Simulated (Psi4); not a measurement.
# P3H3 (cyclo-(PH)3): levels of theory compared

We compute a comparison of 6 runs (HF/STO-3G, HF/3-21G, TPSS/6-31G*, MN12-L-D3(0)/heavy-aug-cc-pVTZ, MP2/6-31G*, MP2/def2-TZVP) of P3H3 (cyclo-(PH)3). 

The calculation is run with Psi4 1.11.

1 further run of the same task is left out (set aside as unsound or not needed).

### 1 The structure to begin with

P3H3 has 6 atoms, charge 0, and is taken as a singlet. The shape is that of a GFN2-xTB optimisation.

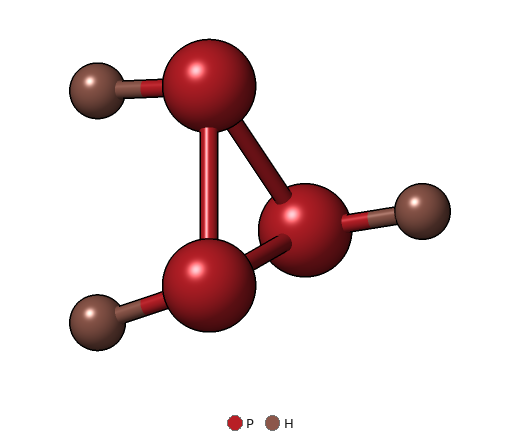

Viewed from a chosen angle; phosphorus red, hydrogen brown.

### 2 Energy and gradient at HF/STO-3G (run 1)

File h3p3.xyz:

```xyz
6
H3P3
P      1.079820    -0.436260     0.558450
P     -0.155940     1.281560    -0.039180
P     -0.438170    -0.654020    -0.974030
H      0.251790    -0.903660     1.587250
H     -1.185550     1.094390     0.892150
H      0.448060    -0.382020    -2.024650
```

File h3p3.py:

```python
import psi4

psi4.set_memory(1600000000)
psi4.set_num_threads(1)
psi4.set_output_file('psi4.out', False)

with open('h3p3.xyz') as f:
    atoms = ''.join(f.readlines()[2:])
mol = psi4.geometry('0 1\n' + atoms + 'symmetry c1')

psi4.set_options({
    'basis': 'STO-3G',
    'puream': True,
    'e_convergence': 1e-09,
    'd_convergence': 1e-08,
    'scf_type': 'pk',
})

E, wfn = psi4.gradient("hf", molecule=mol, return_wfn=True)
psi4.oeprop(wfn, "QUADRUPOLE", "DIPOLE", "WIBERG_LOWDIN_INDICES", title="HF")
print('gradient / Eh bohr^-1')
print(E.np.round(6))
print(f'energy = {wfn.energy():.10f} Eh')
```

Run with:

```console
$ python h3p3.py
```

psi4.out:

```text
[...]
  Running in c1 symmetry.
[...]
  Nuclear repulsion =  199.171741553215043
[...]
  Multiplicity = 1
[...]
  Nalpha       = 24
  Nbeta        = 24
[...]
    Number of basis functions: 30
[...]
   @RHF iter   1: -1012.45613477399695   -2.14565e+00   4.03445e-03 ADIIS/DIIS
[...]
   @RHF iter   9: -1012.47301233084829    2.27374e-13   1.70127e-09 DIIS
[...]
    Orbital Energies [Eh]
    ---------------------
    Doubly Occupied:
       1A    -78.893064     2A    -78.891832     3A    -78.891755
       4A     -7.222628     5A     -7.221701     6A     -7.219890
       7A     -5.045526     8A     -5.044700     9A     -5.043650
      10A     -5.043433    11A     -5.041972    12A     -5.041779
      13A     -5.041131    14A     -5.041041    15A     -5.040020
      16A     -0.926597    17A     -0.686662    18A     -0.684775
      19A     -0.460040    20A     -0.412793    21A     -0.355476
      22A     -0.271346    23A     -0.250896    24A     -0.243954
[...]
  @RHF Final Energy: -1012.47301233084829
   => Energetics <=
    Nuclear Repulsion Energy =            199.1717415532150426
    One-Electron Energy =               -1807.2561860363823598
    Two-Electron Energy =                 595.6114321523190256
    Total Energy =                      -1012.4730123308482916
[...]
  -Total Gradient:
     Atom            X                  Y                   Z
    ------   -----------------  -----------------  -----------------
       1        0.015463750775    -0.002723298243    -0.005068867618
       2        0.004849978630     0.012021785630    -0.010216808768
       3       -0.012756442436    -0.005787697586     0.009705929020
       4       -0.007018863330    -0.005247887618     0.006651813750
       5       -0.009217096828    -0.002188298319     0.005586120676
       6        0.008678673188     0.003925396148    -0.006658187062
[...]
 Multipole Moments:
 ------------------------------------------------------------------------------------
     Multipole            Electronic (a.u.)      Nuclear  (a.u.)        Total (a.u.)
 ------------------------------------------------------------------------------------
 L = 1.  Multiply by 2.5417464519 to convert [e a0] to [Debye]
 Dipole X            :          0.7771133           -0.9101347           -0.1330214
 Dipole Y            :          0.3072035           -0.3584380           -0.0512345
 Dipole Z            :         -0.7244686            0.8521392            0.1276706
 Magnitude           :                                                    0.1913621
 L = 2.  Multiply by 1.3450342976 to convert [e a0^2] to [Debye ang]
 Quadrupole XX       :       -104.7960826           76.5851280          -28.2109545
 Quadrupole XY       :         27.4512138          -27.9934738           -0.5422600
[...]
```

Standard output:

```text
gradient / Eh bohr^-1
[[ 0.015464 -0.002723 -0.005069]
 [ 0.00485   0.012022 -0.010217]
 [-0.012756 -0.005788  0.009706]
 [-0.007019 -0.005248  0.006652]
 [-0.009217 -0.002188  0.005586]
 [ 0.008679  0.003925 -0.006658]]
energy = -1012.4730123308 Eh
```

Wall time 2.7 s (1 thread of Intel Xeon Platinum 8488C (Sapphire Rapids), shared host); peak memory 0.18 GiB.

### 3 A single-point energy at HF/3-21G (run 2)

File job.json:

```json
{
 "schema_name": "qcschema_input",
 "schema_version": 1,
 "molecule": {
  "schema_name": "qcschema_molecule",
  "schema_version": 2,
  "symbols": ["P", "P", "P", "H", "H", "H"],
  "geometry": [2.04056406, -0.82441192, 1.05531755, -0.29468389, 2.42179741, -0.07403947, -0.8280213, -1.23591868, -1.84064994, 0.47581414, -1.70766991, 2.99946779, -2.24036481, 2.06809737, 1.68591916, 0.84671069, -0.72191317, -3.826034],
  "molecular_charge": 0,
  "molecular_multiplicity": 1,
  "fix_symmetry": "c1",
  "fix_com": true,
  "fix_orientation": true
 },
 "driver": "energy",
 "model": {
  "method": "hf",
  "basis": "3-21G"
 },
 "keywords": {
  "reference": "rhf",
  "puream": true,
  "e_convergence": 1e-09,
  "d_convergence": 1e-08,
  "scf_type": "pk",
  "scf_properties": ["MULLIKEN_CHARGES", "DIPOLE", "LOWDIN_CHARGES"]
 }
}
```

Run with:

```console
$ psi4 --qcschema job.json -n 1 --memory 1600MB
```

stdout:

```text
[...]
  Running in c1 symmetry.
[...]
  Nuclear repulsion =  199.171741720482885
[...]
  Multiplicity = 1
[...]
  Nalpha       = 24
  Nbeta        = 24
[...]
    Number of basis functions: 45
[...]
   @RHF iter   1: -1018.63179179382712   -5.35653e-03   3.89920e-03 ADIIS/DIIS
[...]
   @RHF iter  10: -1018.66447911212470   -5.45697e-12   6.05020e-09 DIIS
[...]
    Orbital Energies [Eh]
    ---------------------
    Doubly Occupied:
       1A    -79.416396     2A    -79.416368     3A    -79.415034
       4A     -7.494150     5A     -7.493888     6A     -7.493108
       7A     -5.377716     8A     -5.377450     9A     -5.376928
      10A     -5.374321    11A     -5.373975    12A     -5.373912
      13A     -5.373790    14A     -5.373555    15A     -5.373507
      16A     -1.052734    17A     -0.793662    18A     -0.792596
      19A     -0.569710    20A     -0.522302    21A     -0.467123
      22A     -0.395895    23A     -0.380010    24A     -0.369694
[...]
  @RHF Final Energy: -1018.66447911212470
   => Energetics <=
    Nuclear Repulsion Energy =            199.1717417204828848
    One-Electron Energy =               -1806.7767947881829969
    Two-Electron Energy =                 588.9405739555753598
    Total Energy =                      -1018.6644791121246953
[...]
 Multipole Moments:
 ------------------------------------------------------------------------------------
     Multipole            Electronic (a.u.)      Nuclear  (a.u.)        Total (a.u.)
 ------------------------------------------------------------------------------------
 L = 1.  Multiply by 2.5417464519 to convert [e a0] to [Debye]
 Dipole X            :        -13.1339839           12.8500431           -0.2839408
 Dipole Y            :         -5.1760260            5.0605164           -0.1155095
 Dipole Z            :         12.2862197          -12.0312249            0.2549947
 Magnitude           :                                                    0.3987319
[...]
  Mulliken Charges: (a.u.)
   Center  Symbol    Alpha    Beta     Spin     Total
       1     P     7.49461  7.49461  0.00000  0.01078
       2     P     7.49460  7.49460  0.00000  0.01079
       3     P     7.50502  7.50502  0.00000 -0.01003
       4     H     0.50406  0.50406  0.00000 -0.00812
       5     H     0.50406  0.50406  0.00000 -0.00812
       6     H     0.49765  0.49765  0.00000  0.00470
   Total alpha = 24.00000, Total beta = 24.00000, Total charge = -0.00000
  Lowdin Charges: (a.u.)
   Center  Symbol    Alpha    Beta     Spin     Total
[...]
```

The result, in JSON:

```text
{
 "driver": "energy",
 "model": {
  "method": "hf",
  "basis": "3-21G"
 },
 "success": true,
 "return_result": -1018.6644791121247,
 "properties": {
  "calcinfo_nbasis": 45,
  "calcinfo_nmo": 45,
  "calcinfo_nalpha": 24,
  "calcinfo_nbeta": 24,
  "calcinfo_natom": 6,
  "nuclear_repulsion_energy": 199.17174172048288,
  "return_energy": -1018.6644791121247,
  "scf_one_electron_energy": -1806.776794788183,
  "scf_two_electron_energy": 588.9405739555754,
  "scf_dipole_moment": [-0.28394084086705895, -0.11550953350320814, 0.25499471123862527],
  "scf_total_energy": -1018.6644791121247,
  "scf_iterations": 10
 }
}
```

Wall time 2.6 s (1 thread of Intel Xeon Platinum 8488C (Sapphire Rapids), shared host); peak memory 0.18 GiB.

Run 3 isn't shown in full; the table further down has it.

### 4 Energy and forces at MN12-L-D3(0)/heavy-aug-cc-pVTZ (density fitting) (run 4)

File h3p3.py:

```python
import psi4

psi4.set_memory('1600 MB')
psi4.set_num_threads(1)
psi4.core.set_output_file('h3p3.out', False)

molecule = psi4.geometry("""
0 1
P      1.079820    -0.436260     0.558450
P     -0.155940     1.281560    -0.039180
P     -0.438170    -0.654020    -0.974030
H      0.251790    -0.903660     1.587250
H     -1.185550     1.094390     0.892150
H      0.448060    -0.382020    -2.024650
no_reorient
no_com
""")

psi4.set_options({
    'basis': 'heavy-aug-cc-pVTZ',
})

e = psi4.gradient("mn12-l-d3zero2b", molecule=molecule)
print('gradient / Eh bohr^-1')
print(e.np.round(6))
```

Run with:

```console
$ python h3p3.py
```

h3p3.out:

```text
[...]
  Running in c1 symmetry.
[...]
  Nuclear repulsion =  199.171741553215043
[...]
  Multiplicity = 1
[...]
  Nalpha       = 24
  Nbeta        = 24
[...]
    Number of basis functions: 192
[...]
   @DF-RKS iter   1: -1025.65841012445958    5.69787e-02   2.47226e-03 ADIIS/DIIS
[...]
   @DF-RKS iter  12: -1025.77649280215428   -2.50111e-12   2.13415e-09 DIIS
[...]
    Orbital Energies [Eh]
    ---------------------
    Doubly Occupied:
       1A    -78.333301     2A    -78.333300     3A    -78.333276
       4A     -6.498315     5A     -6.498066     6A     -6.498015
       7A     -4.624414     8A     -4.624012     9A     -4.623948
      10A     -4.622301    11A     -4.622004    12A     -4.621863
      13A     -4.619575    14A     -4.619053    15A     -4.618944
      16A     -0.729619    17A     -0.540579    18A     -0.539307
      19A     -0.395952    20A     -0.362147    21A     -0.314014
      22A     -0.267687    23A     -0.255059    24A     -0.244457
[...]
  @DF-RKS Final Energy: -1025.77649280215428
   => Energetics <=
    Nuclear Repulsion Energy =            199.1717415532150426
    One-Electron Energy =               -1812.8422352094373764
    Two-Electron Energy =                 658.4660953893737769
    DFT Exchange-Correlation Energy =     -70.5714723046504702
    Empirical Dispersion Energy =          -0.0006222306552346
    VV10 Nonlocal Energy =                  0.0000000000000000
    Total Energy =                      -1025.7764928021542801
[...]
 Multipole Moments:
 ------------------------------------------------------------------------------------
     Multipole            Electronic (a.u.)      Nuclear  (a.u.)        Total (a.u.)
 ------------------------------------------------------------------------------------
 L = 1.  Multiply by 2.5417464519 to convert [e a0] to [Debye]
 Dipole X            :        -13.0062922           12.8500432           -0.1562491
 Dipole Y            :         -5.1289024            5.0605165           -0.0683859
 Dipole Z            :         12.1576325          -12.0312248            0.1264077
 Magnitude           :                                                    0.2122953
[...]
  -Total Gradient:
     Atom            X                  Y                   Z
    ------   -----------------  -----------------  -----------------
       1       -0.012267816056     0.000189694936    -0.002212249664
       2       -0.003679833118    -0.011756658593     0.001933903992
       3        0.010916768350     0.009212671660     0.003893380586
       4        0.004123530443     0.002401657185    -0.004870655297
       5        0.005120420107     0.001018893257    -0.004391099742
       6       -0.004148997356    -0.001043445844     0.005581605175
[...]
```

On the terminal:

```text
gradient / Eh bohr^-1
[[-0.012268  0.00019  -0.002212]
 [-0.00368  -0.011757  0.001934]
 [ 0.010917  0.009213  0.003893]
 [ 0.004124  0.002402 -0.004871]
 [ 0.00512   0.001019 -0.004391]
 [-0.004149 -0.001043  0.005582]]
```

Run time: 58 s. Hardware: 1 thread of Intel Xeon Platinum 8488C (Sapphire Rapids), shared host; peak memory 1.3 GiB.

Run 5 isn't shown in full; the table further down has it.

### 5 The energy at MP2/def2-TZVP (run 6)

File h3p3.inp:

```
memory 1600 MB

molecule geom {
  0 1
  P      1.079820    -0.436260     0.558450
  P     -0.155940     1.281560    -0.039180
  P     -0.438170    -0.654020    -0.974030
  H      0.251790    -0.903660     1.587250
  H     -1.185550     1.094390     0.892150
  H      0.448060    -0.382020    -2.024650
  symmetry c1
}

set {
  basis           def2-TZVP
  puream          true
  e_convergence   1e-09
  d_convergence   1e-08
  scf_type        pk
  num_frozen_docc 15
  mp2_type        conv
}

E, wfn = energy("mp2", return_wfn=True)
```

Run with:

```console
$ psi4 -n 1 h3p3.inp h3p3.out
```

h3p3.out:

```text
[...]
  Running in c1 symmetry.
[...]
  Nuclear repulsion =  199.171741553215043
[...]
  Multiplicity = 1
[...]
  Nalpha       = 24
  Nbeta        = 24
[...]
    Number of basis functions: 129
[...]
   @RHF iter   1: -1023.94667940026693   -1.23504e-01   2.40990e-03 ADIIS/DIIS
[...]
   @RHF iter  12: -1023.99130726492160   -9.89075e-12   5.55796e-09 DIIS
[...]
    Orbital Energies [Eh]
    ---------------------
    Doubly Occupied:
       1A    -79.954873     2A    -79.954872     3A    -79.954615
       4A     -7.500331     5A     -7.500068     6A     -7.500043
       7A     -5.393596     8A     -5.393121     9A     -5.393091
      10A     -5.392578    11A     -5.392564    12A     -5.392440
      13A     -5.392304    14A     -5.392296    15A     -5.392234
      16A     -0.984486    17A     -0.754224    18A     -0.753588
      19A     -0.552725    20A     -0.507726    21A     -0.448838
      22A     -0.386999    23A     -0.366947    24A     -0.356074
[...]
  @RHF Final Energy: -1023.99130726492160
   => Energetics <=
    Nuclear Repulsion Energy =            199.1717415532150426
    One-Electron Energy =               -1814.3048295395788045
    Two-Electron Energy =                 591.1417807214421600
    Total Energy =                      -1023.9913072649216019
[...]
 Multipole Moments:
 ------------------------------------------------------------------------------------
     Multipole            Electronic (a.u.)      Nuclear  (a.u.)        Total (a.u.)
 ------------------------------------------------------------------------------------
 L = 1.  Multiply by 2.5417464519 to convert [e a0] to [Debye]
 Dipole X            :          0.7285546           -0.9101347           -0.1815800
 Dipole Y            :          0.2810636           -0.3584380           -0.0773744
 Dipole Z            :         -0.6992035            0.8521392            0.1529357
 Magnitude           :                                                    0.2496947
[...]
	SCS-MP2 Total Energy (a.u.)        : -1024.42977534351962
	SOS-MP2 Total Energy (a.u.)        : -1024.39628504582561
	SCSN-MP2 Total Energy (a.u.)       : -1024.16813603674518
[...]
	SOS-PI-MP2 Total Energy (a.u.)     : -1024.46378134264296
[...]
	MP2 Total Energy (a.u.)            : -1024.42925964208985
[...]
```

It took 17 s on 1 thread of Intel Xeon Platinum 8488C (Sapphire Rapids), shared host; peak memory 0.98 GiB.

### 6 The series

```
run                                             level      task         integration grid   energy (Eh)  dipole moment (D)  HOMO energy (eV)  LUMO energy (eV)  wall time
  1                                         HF/STO-3G  gradient                        –  -1012.473012               0.49             -6.64              7.83      2.7 s
  2                                          HF/3-21G    energy                        –  -1018.664479               1.01            -10.06              2.42      2.6 s
  3                 TPSS/6-31G* (spherical functions)  gradient  99 radial × 590 angular  -1025.871482               0.78             -6.51             -1.35       33 s
  4  MN12-L-D3(0)/heavy-aug-cc-pVTZ (density fitting)  gradient  75 radial × 302 angular  -1025.776493               0.54             -6.65             -1.45       58 s
  5                  MP2/6-31G* (spherical functions)    energy                        –  -1024.196611                  –             -9.79              2.75      4.5 s
  6                                     MP2/def2-TZVP    energy                        –  -1024.429260                  –             -9.69              2.72       17 s
```

### 7 Summary of results

```
                                           quantity           value
                                run 6: total energy  -1024.42926 Eh
         run 6: HOMO energy (Hartree–Fock orbitals)        -9.69 eV
         run 6: LUMO energy (Hartree–Fock orbitals)         2.72 eV
       run 6: HOMO–LUMO gap (Hartree–Fock orbitals)        12.41 eV
run 6: correlation energy (15 core orbitals frozen)      -438.0 mEh
```

What this shows: Over runs 1, 2, 3, 4 the dipole moment (its size) runs from 0.49 D (HF/STO-3G) to 1.01 D (HF/3-21G). Over runs 1, 2, 3, 4 the HOMO–LUMO gap runs from 5.16 eV (TPSS/6-31G*) to 14.47 eV (HF/STO-3G). The two ends differ in method and basis. Totals of different functionals can't be ranked against each other. In run 1 the basis is minimal, so the values are rough. All runs together took 2 min, the longest 58 s.
